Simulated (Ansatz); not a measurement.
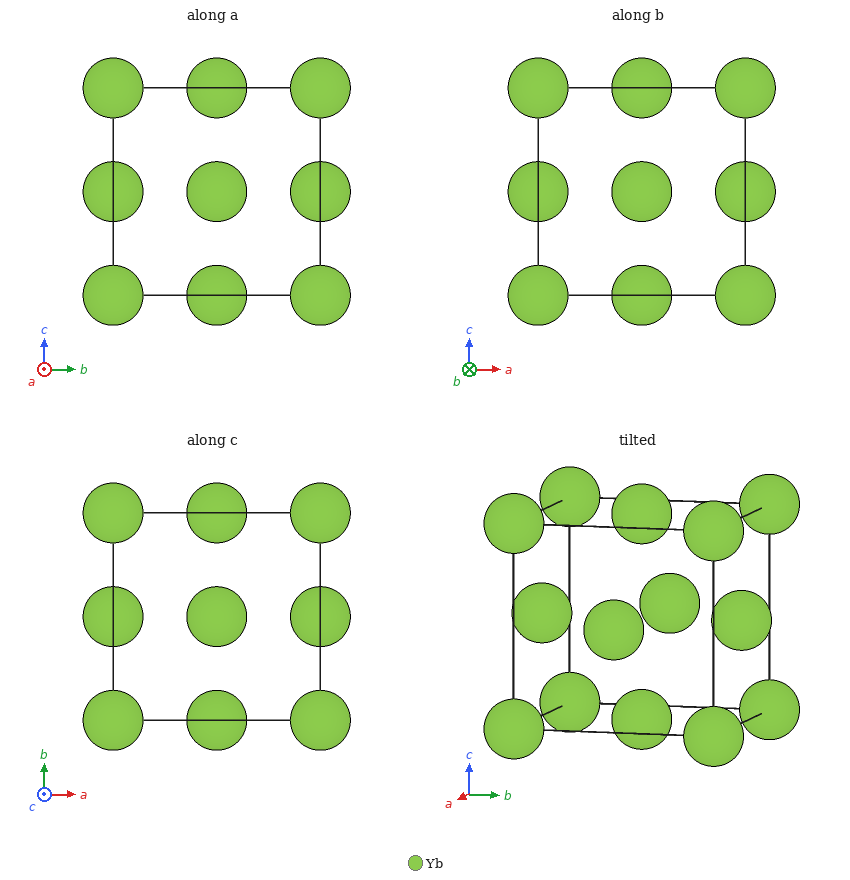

An orthographic spheres-only view of the structure, along the a axis, along the b axis, along the c axis and slightly off an axis. Thin lines show the conventional unit cell, with boundary atoms drawn in all their periodic places.

Lattice parameters: a = 5.275 Å, b = 5.275 Å, c = 5.275 Å, α = 90.00°, β = 90.00°, γ = 90.00°. Put a along x and b in the xy plane.

### Reconstruct the structure as a POSCAR file.

```
Yb
1.0
     5.275    0.000    0.000
     0.000    5.275    0.000
     0.000    0.000    5.275
Yb
4
Direct
  0.0000 0.0000 0.0000
  0.0000 0.5000 0.5000
  0.5000 0.0000 0.5000
  0.5000 0.5000 0.0000
```

The structure was taken from the standard structure of this element. Earlier steps of the study may have refined or changed the cell and positions. An electronic-structure calculation with Ansatz was run on it.
